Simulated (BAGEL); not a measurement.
**CH5FGeO (SMILES [CH3][GeH]([OH])[F]), step by step**

Wanted: a single-point energy (HF/def2-SVP), then the energy (NEVPT2(2,2)/def2-SVP) of CH5FGeO. 

The calculation is run with BAGEL 1.2.2.

1 further run of the same task is left out (set aside as unsound or not needed).

## 1. The molecule

CH5FGeO: 9 atoms, total charge 0, spin state singlet. As SMILES, `[CH3][GeH]([OH])[F]`. Geometry: relaxed at PBE0-D4/def2-TZVP. This is one conformer, not always the lowest.

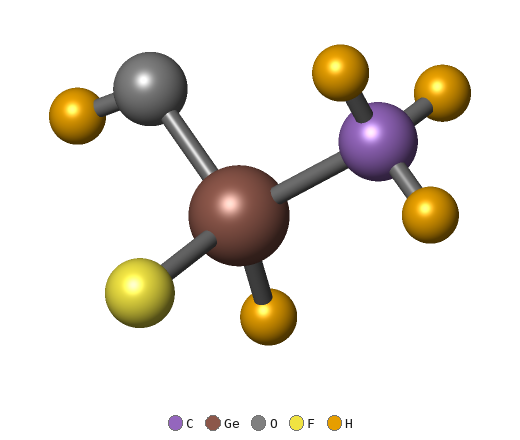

The structure, seen from a chosen angle (carbon purple, germanium brown, oxygen grey, fluorine yellow, hydrogen amber).

## 2. A single-point energy at HF/def2-SVP (density fitting with svp-jkfit) (run 1)

Contents of input.json:

```json
{ "bagel" : [

{
  "title" : "molecule",
  "basis" : "svp",
  "df_basis" : "svp-jkfit",
  "angstrom" : true,
  "geometry" : [
    { "atom" : "C", "xyz" : [   -0.669007,    0.976915,   -0.584207 ] },
    { "atom" : "Ge", "xyz" : [    0.088300,   -0.643700,    0.121500 ] },
    { "atom" : "O", "xyz" : [    1.270000,   -0.170700,    1.345500 ] },
    { "atom" : "F", "xyz" : [    0.974400,   -1.438600,   -1.153800 ] },
    { "atom" : "H", "xyz" : [    0.138893,    1.624915,   -0.924607 ] },
    { "atom" : "H", "xyz" : [   -1.237907,    1.493515,    0.189693 ] },
    { "atom" : "H", "xyz" : [   -1.327107,    0.751315,   -1.423507 ] },
    { "atom" : "H", "xyz" : [   -0.865500,   -1.725100,    0.656800 ] },
    { "atom" : "H", "xyz" : [    1.716500,   -0.914700,    1.755500 ] }
  ]
},
{
  "title" : "hf"
},
{
  "title" : "print",
  "file" : "orbitals.molden",
  "orbitals" : true
}

]}
```

Launch:

```
BAGEL_NUM_THREADS=1 BAGEL input.json > input.out
```

The program printed:

```text
* using 1 threads per process

  ===============================================================
  ===============================================================

  *** Geometry ***

  { "atom" : "C", "xyz" : [     -1.264240,      1.846102,     -1.103991 ] },
  { "atom" : "Ge", "xyz" : [      0.166863,     -1.216417,      0.229602 ] },
  { "atom" : "O", "xyz" : [      2.399952,     -0.322576,      2.542627 ] },
  { "atom" : "F", "xyz" : [      1.841349,     -2.718560,     -2.180366 ] },
  { "atom" : "H", "xyz" : [      0.262470,      3.070644,     -1.747254 ] },
  { "atom" : "H", "xyz" : [     -2.339305,      2.822334,      0.358468 ] },
  { "atom" : "H", "xyz" : [     -2.507869,      1.419780,     -2.690038 ] },
  { "atom" : "H", "xyz" : [     -1.635558,     -3.259967,      1.241172 ] },
  { "atom" : "H", "xyz" : [      3.243715,     -1.728532,      3.317414 ] },

  Number of auxiliary basis functions:      585

  Since a DF basis is specified, we compute 2- and 3-index integrals:
    o Being stored without compression. Storage requirement is 0.046 GB

  Number of basis functions:       99
  Number of electrons      :       60

    * METHOD: MOLECULE                             0.35

  *** RHF ***

  === Nuclear Repulsion ===
   316.9892432826

      * DIIS with orbital gradients will be used.

  === RHF iteration (svp) ===
      0      -2289.79315516          0.01979052           0.15
      1      -2289.97623662          0.01289759           0.14
      2      -2290.08379293          0.00136462           0.19
      3      -2290.08535450          0.00050156           0.12
      4      -2290.08554157          0.00006966           0.12
      5      -2290.08554800          0.00002488           0.12
      6      -2290.08554859          0.00001160           0.12
      7      -2290.08554875          0.00000200           0.12
      8      -2290.08554876          0.00000083           0.12
      9      -2290.08554876          0.00000027           0.12
     10      -2290.08554876          0.00000009           0.13
     11      -2290.08554876          0.00000004           0.12
     12      -2290.08554876          0.00000001           0.11
     13      -2290.08554876          0.00000000           0.12
    * SCF iteration converged.

    * Permanent dipole moment:
           (    0.704248,    -0.055424,    -0.453190) a.u.

    * METHOD: HF                                   2.11

    * METHOD: PRINT                                0.02

  ===============================================================
```

It took 2.7 s on 1 thread of Arm Neoverse V2, shared host; peak memory 0.17 GiB.

## 3. A single-point energy at NEVPT2(2,2)/def2-SVP (density fitting with svp-jkfit) (run 2)

Contents of input.json:

```json
{ "bagel": [

{
  "title": "molecule",
  "basis": "svp",
  "df_basis": "svp-jkfit",
  "angstrom": true,
  "geometry": [
    { "atom": "C", "xyz": [      -0.669007,       0.976915,      -0.584207 ] },
    { "atom": "Ge", "xyz": [       0.088300,      -0.643700,       0.121500 ] },
    { "atom": "O", "xyz": [       1.270000,      -0.170700,       1.345500 ] },
    { "atom": "F", "xyz": [       0.974400,      -1.438600,      -1.153800 ] },
    { "atom": "H", "xyz": [       0.138893,       1.624915,      -0.924607 ] },
    { "atom": "H", "xyz": [      -1.237907,       1.493515,       0.189693 ] },
    { "atom": "H", "xyz": [      -1.327107,       0.751315,      -1.423507 ] },
    { "atom": "H", "xyz": [      -0.865500,      -1.725100,       0.656800 ] },
    { "atom": "H", "xyz": [       1.716500,      -0.914700,       1.755500 ] }
  ]
},

{ "title": "hf" },

{ "title": "casscf", "nstate": 1, "nact": 2, "nclosed": 29, "active": [20, 38], "maxiter": 200, "natocc": true },

{ "title": "nevpt2", "nstate": 1, "nact": 2, "nclosed": 29, "active": [20, 38], "maxiter": 200, "natocc": true, "ncore": 12 },

{ "title": "print", "file": "orbitals.molden", "orbitals": true }

]}
```

Launch:

```
BAGEL_NUM_THREADS=1 BAGEL input.json > input.out
```

The program printed:

```text
* using 1 threads per process

  ===============================================================
  ===============================================================

  *** Geometry ***

  { "atom" : "C", "xyz" : [     -1.264240,      1.846102,     -1.103991 ] },
  { "atom" : "Ge", "xyz" : [      0.166863,     -1.216417,      0.229602 ] },
  { "atom" : "O", "xyz" : [      2.399952,     -0.322576,      2.542627 ] },
  { "atom" : "F", "xyz" : [      1.841349,     -2.718560,     -2.180366 ] },
  { "atom" : "H", "xyz" : [      0.262470,      3.070644,     -1.747254 ] },
  { "atom" : "H", "xyz" : [     -2.339305,      2.822334,      0.358468 ] },
  { "atom" : "H", "xyz" : [     -2.507869,      1.419780,     -2.690038 ] },
  { "atom" : "H", "xyz" : [     -1.635558,     -3.259967,      1.241172 ] },
  { "atom" : "H", "xyz" : [      3.243715,     -1.728532,      3.317414 ] },

  Number of auxiliary basis functions:      585

  Since a DF basis is specified, we compute 2- and 3-index integrals:
    o Being stored without compression. Storage requirement is 0.046 GB

  Number of basis functions:       99
  Number of electrons      :       60

    * METHOD: MOLECULE                             0.34

  *** RHF ***

  === Nuclear Repulsion ===
   316.9892432826

      * DIIS with orbital gradients will be used.

  === RHF iteration (svp) ===
      0      -2289.79315516          0.01979052           0.12
      1      -2289.97623662          0.01289759           0.12
      2      -2290.08379293          0.00136462           0.12
      3      -2290.08535450          0.00050156           0.13
      4      -2290.08554157          0.00006966           0.12
      5      -2290.08554800          0.00002488           0.12
      6      -2290.08554859          0.00001160           0.12
      7      -2290.08554875          0.00000200           0.12
      8      -2290.08554876          0.00000083           0.12
      9      -2290.08554876          0.00000027           0.12
     10      -2290.08554876          0.00000009           0.12
     11      -2290.08554876          0.00000004           0.13
     12      -2290.08554876          0.00000001           0.12
     13      -2290.08554876          0.00000000           0.12
    * SCF iteration converged.

    * Permanent dipole moment:
           (    0.704248,    -0.055424,    -0.453190) a.u.

    * METHOD: HF                                   1.98

  ---------------------------
      CASSCF calculation
  ---------------------------

    ==== Active orbitals : =====
         Orbital 20
         Orbital 38
    ============================

    * nstate   :      1
    * nclosed  :     29
    * nact     :      2
    * nvirt    :     68
  === CASSCF iteration (svp) ===

    * Using the second-order algorithm

      0  0     -2290.08564426     1.75e-05      0.03

      1  0     -2290.08582142     3.28e-05      0.53

      2  0     -2290.08766847     2.28e-04      0.48

      3  0     -2290.09690139     4.27e-04      0.60

      4  0     -2290.09863431     9.27e-05      0.71

      5  0     -2290.09868722     2.53e-05      0.76

      6  0     -2290.09868847     9.36e-06      0.71

      7  0     -2290.09868852     3.09e-06      0.71

      8  0     -2290.09868852     9.58e-07      0.71

      9  0     -2290.09868852     2.89e-07      0.70

     10  0     -2290.09868852     8.62e-08      0.64

     11  0     -2290.09868852     2.56e-08      0.63

     12  0     -2290.09868852     7.57e-09      0.56

    * Second-order optimization converged. *

     guess   0:   closed 1.                   open ..

  === FCI iteration ===

      0  0     -2290.08542222     6.98e-02      0.00
      1  0     -2290.09867280     1.83e-03      0.00
      2  0 *   -2290.09868852     2.14e-16      0.00

     * ci vector, state   0, <S^2> = 0.0000
       2.     0.9955071171
       .2    -0.0946867458

    * METHOD: CASSCF                               8.06

    * freezing 12 orbitals

  === DF-NEVPT2 calculation ===

    * 3-index integral transformation done
    * assembly done

      NEVPT2 correlation energy:   -0.7327648040      0.31

          (+0)     -0.6577694509
          (+0)'    -0.0223177862
          (+1)     -0.0117076167
          (+1)'    -0.0000000000
          (+2)     -0.0003021166
          (-1)     -0.0343861326
          (-1)'     0.0000000000
          (-2)     -0.0062817009

      NEVPT2 total energy:       -2290.8314533270

    * METHOD: NEVPT2                               0.55

    * METHOD: PRINT                                0.02

  ===============================================================
```

Wall time 11 s (1 thread of Arm Neoverse V2, shared host); peak memory 0.18 GiB.

## 4. Results

| quantity | value |
| --- | --- |
| run 1, HF/def2-SVP: total energy | -2290.08555 Eh |
| run 1, HF/def2-SVP: dipole moment | 2.13 D |
| run 1, HF/def2-SVP: HOMO energy | -12.48 eV |
| run 1, HF/def2-SVP: LUMO energy | 4.44 eV |
| run 1, HF/def2-SVP: HOMO–LUMO gap | 16.92 eV |
| run 2, NEVPT2(2,2)/def2-SVP: total energy | -2290.83145 Eh |
